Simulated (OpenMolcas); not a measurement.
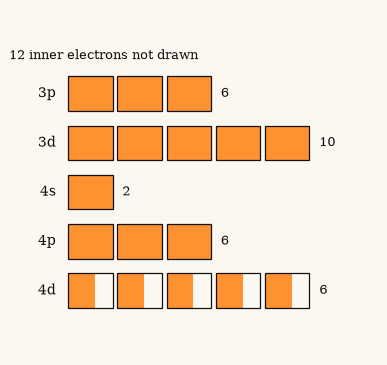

**Figure 1.** The outer shells of the leading configuration of the lowest level: a box for each of the 2l + 1 orbitals, shaded by the share of the shell that is filled, with the electron count at the right.

Run report: Rh³⁺ complex, multiconfigurational calculation (part 1 of 2)

System: Rh³⁺ with 6 ligands (Cl; octahedron, 2.658 Å), embedded in Cs2NaYCl6 by model potentials and point charges, whose field is part of the energies.
Method: state-averaged CASSCF, active space 6 electrons in the shell 4d, basis ANO-RCC-VDZP on the metal and ANO-RCC-VDZP on the ligands, DKH2 scalar Hamiltonian, spin-orbit coupling by RASSI with atomic mean-field integrals (OpenMolcas).

## Input file
```
&GATEWAY
Basis set
Rh.ANO-RCC-VDZP.
Rh1 0.0 0.0 0.0 Angstrom
End of basis
Basis set
Cl.ANO-RCC-VDZP.
L1 2.658000 0.000000 0.000000 Angstrom
L2 0.000000 2.658000 0.000000 Angstrom
L3 0.000000 0.000000 2.658000 Angstrom
End of basis
Basis set
Na.EMB-AIMP.Al-Abdalla.7s4p.1s1p.ECP.Cs2NaYCl6.
PseudoCharge
* 3 symmetry-unique lattice sites within 7.6 angstrom
End of basis
Basis set
Cs.EMB-AIMP.Al-Abdalla.0s.0s.ECP.Cs2NaYCl6.
PseudoCharge
* 4 symmetry-unique lattice sites within 7.6 angstrom
End of basis
Basis set
Cl.EMB-AIMP.Al-Abdalla.0s.0s.ECP.Cs2NaYCl6.
PseudoCharge
* 12 symmetry-unique lattice sites within 7.6 angstrom
End of basis
Basis set
Y.EMB-AIMP.Al-Abdalla.0s.0s.ECP.Cs2NaYCl6.
PseudoCharge
* 6 symmetry-unique lattice sites within 7.6 angstrom
End of basis
Symmetry
XYZ
AngMom=0.0 0.0 0.0
AMFI
RICD
XField
1564 Angstrom 0
* Evjen-weighted lattice charges
&SEWARD
&RASSCF
FileOrb=start.orb
Symmetry=1
Spin=5
nActEl=6 0 0
Inactive=36 36
Ras2=5 0
CIRoot=5 5 1
SDav=5
CIMx=300
Iter=150 100
PrWF=0.3
OrbListing=Nothing
MaxOrb=0
LevShft=1.0
>>> COPY $Project.JobIph JOB001
&RASSCF
FileOrb=start.orb
Symmetry=1
Spin=3
nActEl=6 0 0
Inactive=36 36
Ras2=5 0
CIRoot=45 45 1
SDav=45
CIMx=300
Iter=150 100
PrWF=0.3
OrbListing=Nothing
MaxOrb=0
LevShft=1.0
>>> COPY $Project.JobIph JOB002
&RASSCF
FileOrb=start.orb
Symmetry=1
Spin=1
nActEl=6 0 0
Inactive=36 36
Ras2=5 0
CIRoot=50 50 1
SDav=50
CIMx=300
Iter=150 100
PrWF=0.3
OrbListing=Nothing
MaxOrb=0
LevShft=1.0
>>> COPY $Project.JobIph JOB003
&RASSI
NrOfJobIphs=3 5 45 50
1 2 3 4 5
1 2 3 4 5 6 7 8 9 10 11 12 13 14 15 16 17 18 19 20 21 22 23 24 25 26 27
28 29 30 31 32 33 34 35 36 37 38 39 40 41 42 43 44 45
1 2 3 4 5 6 7 8 9 10 11 12 13 14 15 16 17 18 19 20 21 22 23 24 25 26 27
28 29 30 31 32 33 34 35 36 37 38 39 40 41 42 43 44 45 46 47 48 49 50
IphNames
JOB001
JOB002
JOB003
EJob
SpinOrbit
DIPRint=1.0
SOCoupling=1000.0
Subsets=2
Property=9
'ANGMOM' 1 'ANGMOM' 2 'ANGMOM' 3 'MLTPL  1' 1 'MLTPL  1' 2 'MLTPL  1' 3
'AMFI' 1 'AMFI' 2 'AMFI' 3
SOProperty=3
'ANGMOM' 1 'ANGMOM' 2 'ANGMOM' 3
```

The file start.orb holds starting orbitals from an earlier step. A driver script formed the levels outside the program, from RASSI's spin-orbit matrix and the active-space energies, averaged over the components of each term or state.

Launched with:
```bash
OMP_NUM_THREADS=1 MOLCAS_MEM=2457 MOLCAS_PROJECT=a pymolcas a.inp > a.log  # once for each step of the input, in one work folder
```

## Log (extracts)
```
--- SEWARD ---
Basis set label: RH.ANO-RCC...6S5P3D1F.

      Electronic valence basis set:
      ------------------
      Associated Effective Charge  45.000000 au
      Associated Actual Charge     45.000000 au
      Nuclear Model: Point charge

      Shell  nPrim  nBasis  Cartesian Spherical Contaminant
         s      21       6        X
         p      18       5        X
         d      13       3                 X
         f       6       1                 X
                  Relativistic Douglas-Kroll-Hess integrals:
                    - DKH order of Hamiltonian: 2
                    - DKH order of Properties : 0
                  Atomic mean-field integrals
--- RASSCF ---
Wave function specifications:
      -----------------------------

      Number of closed shell electrons         144
      Number of electrons in active shells       6
      Max number of holes in RAS1 space          0
      Max nr of electrons in RAS3 space          0
      Number of inactive orbitals               72
      Number of active orbitals                  5
      Number of secondary orbitals              98
      Spin quantum number                      2.0
      State symmetry                             1
Orbital specifications:
      -----------------------

      Symmetry species                           1   2
                                                ag  au
      Frozen orbitals                            0   0
      Inactive orbitals                         36  36
      Active orbitals                            5   0
      RAS1 orbitals                              0   0
      RAS2 orbitals                              5   0
      RAS3 orbitals                              0   0
      Secondary orbitals                        46  52
      Deleted orbitals                           0   0
      Number of basis functions                 87  88
      Number of CSFs                             5
      Number of root(s) required                 5
      Iter CI   SX   CI       RASSCF       Energy    max ROT     max BLB   max BLB  Level Ln srch  Step   QN
          iter iter root      energy       change     param      element    value   shift minimum  type update
 Nr of preliminary CI iterations:   1
      Total energies have been shifted. Add                -7000.00 au
        1   1    9    0  -546.17004143    0.00E+00  -7.84E-02   41  47 1  3.32E-01*  1.53   0.00    SX    NO
        2   1    9    0  -546.67102832   -5.01E-01* -7.14E-02   14  44 2  1.58E-01*  1.29   0.00    SX    NO
        3   1    9    0  -546.81803375   -1.47E-01* -5.93E-02   14  44 2  9.16E-02*  1.16   0.00    SX    NO
        4   1    9    0  -546.86902287   -5.10E-02* -4.36E-02   14  44 2  5.08E-02*  1.09   0.00    SX    NO
        5   1    9    0  -546.88960063   -2.06E-02* -5.10E-02   14  42 1  3.00E-02*  1.05   2.50    LS   YES
        6   1    9    0  -546.90189419   -1.23E-02*  3.35E-02   41  47 1 -2.07E-02*  1.00   1.39    QN   YES
        7   1    9    0  -546.90675880   -4.86E-03*  2.26E-02   38  44 1 -1.15E-02*  0.99   1.74    LS   YES
        8   1    9    0  -546.90782809   -1.07E-03* -8.17E-03   14  44 2 -1.31E-02*  0.98   1.10    QN   YES
        9   1    8    0  -546.90911908   -1.29E-03* -6.78E-03   14  44 2 -6.98E-03*  0.99   1.86    LS   YES
       10   1    8    0  -546.90946836   -3.49E-04* -6.97E-03    9  49 2  4.52E-03*  0.99   1.04    QN   YES
        ...
       22   1    6    0  -546.91008314   -8.81E-08* -4.52E-05    2  48 2 -1.01E-04*  0.98   0.99    QN   YES
       23   1    6    0  -546.91008318   -4.11E-08* -3.90E-05   36  73 1  3.20E-05   0.98   1.86    LS   YES
       24   1    5    0  -546.91008319   -1.13E-08*  1.35E-05    2  48 2  4.11E-05   0.98   1.00    QN   YES
       25   1    5    0  -546.91008320   -7.34E-09   1.08E-05    2  48 2  1.45E-05   0.98   1.67    QN   YES
      Convergence after 25 iterations
       26   1    5    0  -546.91008320   -2.53E-09   1.08E-05    8  47 1  3.75E-06   0.98   1.67    QN   YES
      Natural orbitals and occupation numbers for root  1
      sym 1:   2.000000   1.000000   1.000000   1.000000   1.000000
      Natural orbitals and occupation numbers for root  2
      sym 1:   1.000000   1.000000   1.000000   2.000000   1.000000
      Natural orbitals and occupation numbers for root  3
      sym 1:   2.000000   1.000000   1.000000   1.000000   1.000000
::    RASSCF root number  1 Total energy:  -7546.93032130
::    RASSCF root number  2 Total energy:  -7546.93032130
::    RASSCF root number  3 Total energy:  -7546.93032130
::    RASSCF root number  4 Total energy:  -7546.87972607
::    RASSCF root number  5 Total energy:  -7546.87972607
--- RASSCF ---
Wave function specifications:
      -----------------------------

      Number of closed shell electrons         144
      Number of electrons in active shells       6
      Max number of holes in RAS1 space          0
      Max nr of electrons in RAS3 space          0
      Number of inactive orbitals               72
      Number of active orbitals                  5
      Number of secondary orbitals              98
      Spin quantum number                      1.0
      State symmetry                             1
Orbital specifications:
      -----------------------

      Symmetry species                           1   2
                                                ag  au
      Frozen orbitals                            0   0
      Inactive orbitals                         36  36
      Active orbitals                            5   0
      RAS1 orbitals                              0   0
      RAS2 orbitals                              5   0
      RAS3 orbitals                              0   0
      Secondary orbitals                        46  52
      Deleted orbitals                           0   0
      Number of basis functions                 87  88
      Number of CSFs                            45
      Number of root(s) required                45
      Iter CI   SX   CI       RASSCF       Energy    max ROT     max BLB   max BLB  Level Ln srch  Step   QN
          iter iter root      energy       change     param      element    value   shift minimum  type update
 Nr of preliminary CI iterations:   1
      Total energies have been shifted. Add                -7000.00 au
        1   1    8    0  -546.80457395    0.00E+00  -1.08E-02   40  46 1 -1.49E-02*  1.00   0.00    SX    NO
        2   1    8    0  -546.80595545   -1.38E-03*  8.84E-03   40  46 1 -8.05E-03*  0.99   0.00    SX    NO
        3   1    8    0  -546.80672743   -7.72E-04* -7.02E-03   32  40 1 -5.92E-03*  0.99   0.00    SX    NO
        4   1    8    0  -546.80719752   -4.70E-04* -5.69E-03   32  40 1 -4.79E-03*  0.99   0.00    SX    NO
        5   1    8    0  -546.80749334   -2.96E-04* -8.22E-03   32  40 1 -3.89E-03*  0.98   2.50    LS   YES
        6   1    7    0  -546.80780280   -3.09E-04* -1.17E-02   30  42 1 -2.73E-03*  0.98   2.50    LS   YES
        7   1    7    0  -546.80800106   -1.98E-04* -2.96E-03   30  42 1 -2.89E-03*  0.98   1.19    QN   YES
        8   1    7    0  -546.80802641   -2.54E-05*  2.25E-03   30  42 1 -1.95E-03*  0.98   1.78    QN   YES
        9   1    7    0  -546.80804225   -1.58E-05* -9.78E-04   30  42 1 -6.63E-04*  0.98   1.36    QN   YES
       10   1    7    0  -546.80804616   -3.90E-06* -8.53E-04   29  41 1  2.91E-04*  0.98   1.44    QN   YES
       11   1    6    0  -546.80804752   -1.36E-06* -6.81E-04   28  46 2  2.21E-04*  0.98   1.58    QN   YES
       12   1    6    0  -546.80804822   -7.02E-07*  3.82E-04   30  42 1  2.38E-04*  0.98   1.57    QN   YES
       13   1    6    0  -546.80804854   -3.18E-07*  2.13E-04   30  42 1  1.72E-04*  0.98   1.44    QN   YES
       14   1    6    0  -546.80804863   -9.91E-08*  8.69E-05   30  42 1  8.68E-05   0.98   1.42    QN   YES
       15   1    5    0  -546.80804866   -2.86E-08* -2.50E-05   30  42 1  2.92E-05   0.98   1.37    QN   YES
       16   1    5    0  -546.80804867   -7.13E-09   1.13E-05   36  44 2  9.31E-06   0.98   1.30    QN   YES
      Convergence after 16 iterations
       17   1    5    0  -546.80804867   -1.30E-09   1.13E-05   36  44 2  4.15E-06   0.98   1.30    QN   YES
      Natural orbitals and occupation numbers for root  1
      sym 1:   1.955102   1.034962   0.027181   1.954414   1.028342
      Natural orbitals and occupation numbers for root  2
      sym 1:   1.955158   1.039747   1.023015   1.949629   0.032451
      Natural orbitals and occupation numbers for root  3
      sym 1:   1.949022   1.955184   0.033098   1.040336   1.022360
::    RASSCF root number  1 Total energy:  -7546.90527544
::    RASSCF root number  2 Total energy:  -7546.90527544
::    RASSCF root number  3 Total energy:  -7546.90527544
::    RASSCF root number  4 Total energy:  -7546.88956640
::    RASSCF root number  5 Total energy:  -7546.88956640
::    RASSCF root number  6 Total energy:  -7546.88956640
::    RASSCF root number  7 Total energy:  -7546.86576829
::    RASSCF root number  8 Total energy:  -7546.86576829
::    RASSCF root number  9 Total energy:  -7546.86576829
::    RASSCF root number 10 Total energy:  -7546.86034607
::    RASSCF root number 11 Total energy:  -7546.86034607
::    RASSCF root number 12 Total energy:  -7546.86034607
::    RASSCF root number 13 Total energy:  -7546.84635231
::    RASSCF root number 14 Total energy:  -7546.84635231
::    RASSCF root number 15 Total energy:  -7546.84635231
::    RASSCF root number 16 Total energy:  -7546.84390930
::    RASSCF root number 17 Total energy:  -7546.84390930
::    RASSCF root number 18 Total energy:  -7546.83784955
::    RASSCF root number 19 Total energy:  -7546.83784955
::    RASSCF root number 20 Total energy:  -7546.83784955
::    RASSCF root number 21 Total energy:  -7546.81130546
::    RASSCF root number 22 Total energy:  -7546.81130546
::    RASSCF root number 23 Total energy:  -7546.81102889
::    RASSCF root number 24 Total energy:  -7546.80368303
::    RASSCF root number 25 Total energy:  -7546.80368303
::    RASSCF root number 26 Total energy:  -7546.80368303
::    RASSCF root number 27 Total energy:  -7546.79156870
::    RASSCF root number 28 Total energy:  -7546.79156870
::    RASSCF root number 29 Total energy:  -7546.79156870
::    RASSCF root number 30 Total energy:  -7546.79003880
--- RASSCF ---
Wave function specifications:
      -----------------------------

      Number of closed shell electrons         144
      Number of electrons in active shells       6
      Max number of holes in RAS1 space          0
      Max nr of electrons in RAS3 space          0
      Number of inactive orbitals               72
      Number of active orbitals                  5
      Number of secondary orbitals              98
      Spin quantum number                      0.0
      State symmetry                             1
Orbital specifications:
      -----------------------

      Symmetry species                           1   2
                                                ag  au
      Frozen orbitals                            0   0
      Inactive orbitals                         36  36
      Active orbitals                            5   0
      RAS1 orbitals                              0   0
      RAS2 orbitals                              5   0
      RAS3 orbitals                              0   0
      Secondary orbitals                        46  52
      Deleted orbitals                           0   0
      Number of basis functions                 87  88
      Number of CSFs                            50
      Number of root(s) required                50
      Iter CI   SX   CI       RASSCF       Energy    max ROT     max BLB   max BLB  Level Ln srch  Step   QN
          iter iter root      energy       change     param      element    value   shift minimum  type update
 Nr of preliminary CI iterations:   1
      Total energies have been shifted. Add                -7000.00 au
        1   1    7    0  -546.75892475    0.00E+00  -5.83E-03   40  46 1 -6.45E-03*  0.97   0.00    SX    NO
        2   1    8    0  -546.75933012   -4.05E-04*  4.73E-03   32  40 1 -4.00E-03*  0.97   0.00    SX    NO
        3   1    8    0  -546.75956460   -2.34E-04* -3.85E-03   32  40 1 -3.26E-03*  0.97   0.00    SX    NO
        4   1    7    0  -546.75971219   -1.48E-04* -3.19E-03   32  40 1 -2.70E-03*  0.96   0.00    SX    NO
        5   1    7    0  -546.75980865   -9.65E-05* -4.68E-03   32  40 1 -2.25E-03*  0.96   2.50    LS   YES
        6   1    7    0  -546.75991435   -1.06E-04* -6.81E-03   30  42 1 -1.61E-03*  0.96   2.50    LS   YES
        7   1    7    0  -546.75999142   -7.71E-05* -2.95E-03   30  42 1 -1.61E-03*  0.96   1.34    QN   YES
        8   1    7    0  -546.76000701   -1.56E-05*  1.91E-03   30  42 1 -1.08E-03*  0.96   1.60    QN   YES
        9   1    7    0  -546.76001614   -9.13E-06*  1.41E-03   28  39 1 -5.48E-04*  0.96   1.63    QN   YES
       10   1    7    0  -546.76002040   -4.26E-06*  8.94E-04   28  39 1 -2.91E-04*  0.96   1.37    QN   YES
       11   1    6    0  -546.76002152   -1.13E-06*  5.45E-04   30  42 1  2.74E-04*  0.96   1.50    QN   YES
       12   1    6    0  -546.76002197   -4.42E-07*  2.33E-04   30  42 1  2.19E-04*  0.96   1.49    QN   YES
       13   1    5    0  -546.76002213   -1.60E-07*  9.77E-05   30  42 1  1.14E-04*  0.96   1.39    QN   YES
       14   1    5    0  -546.76002216   -3.85E-08*  4.22E-05   30  42 1  4.43E-05   0.96   1.32    QN   YES
       15   1    5    0  -546.76002217   -7.76E-09   1.10E-05   30  42 1  1.51E-05   0.96   1.30    QN   YES
      Convergence after 15 iterations
       16   1    5    0  -546.76002217   -1.86E-09   1.10E-05   36  44 2  4.78E-06   0.96   1.30    QN   YES
      Natural orbitals and occupation numbers for root  1
      sym 1:   1.976442   0.035338   0.035338   1.976442   1.976442
      Natural orbitals and occupation numbers for root  2
      sym 1:   1.777309   0.794374   0.231303   1.211419   1.985596
      Natural orbitals and occupation numbers for root  3
      sym 1:   1.295356   0.711178   0.313939   1.983730   1.695797
::    RASSCF root number  1 Total energy:  -7546.90792121
::    RASSCF root number  2 Total energy:  -7546.87683931
::    RASSCF root number  3 Total energy:  -7546.87683931
::    RASSCF root number  4 Total energy:  -7546.87683931
::    RASSCF root number  5 Total energy:  -7546.84865097
::    RASSCF root number  6 Total energy:  -7546.84865097
::    RASSCF root number  7 Total energy:  -7546.84865097
::    RASSCF root number  8 Total energy:  -7546.82722453
::    RASSCF root number  9 Total energy:  -7546.82722453
::    RASSCF root number 10 Total energy:  -7546.82568286
::    RASSCF root number 11 Total energy:  -7546.82568286
::    RASSCF root number 12 Total energy:  -7546.82568286
::    RASSCF root number 13 Total energy:  -7546.82193678
::    RASSCF root number 14 Total energy:  -7546.80747115
::    RASSCF root number 15 Total energy:  -7546.80747115
::    RASSCF root number 16 Total energy:  -7546.80747115
::    RASSCF root number 17 Total energy:  -7546.80414818
::    RASSCF root number 18 Total energy:  -7546.80050434
::    RASSCF root number 19 Total energy:  -7546.80050434
::    RASSCF root number 20 Total energy:  -7546.80050434
::    RASSCF root number 21 Total energy:  -7546.77811920
::    RASSCF root number 22 Total energy:  -7546.77811920
::    RASSCF root number 23 Total energy:  -7546.77467819
::    RASSCF root number 24 Total energy:  -7546.77467819
::    RASSCF root number 25 Total energy:  -7546.77467819
::    RASSCF root number 26 Total energy:  -7546.75784873
::    RASSCF root number 27 Total energy:  -7546.75740785
::    RASSCF root number 28 Total energy:  -7546.75740785
::    RASSCF root number 29 Total energy:  -7546.75720368
::    RASSCF root number 30 Total energy:  -7546.74816702
```

(Continued in part 2.) Outcome of the run: converged.
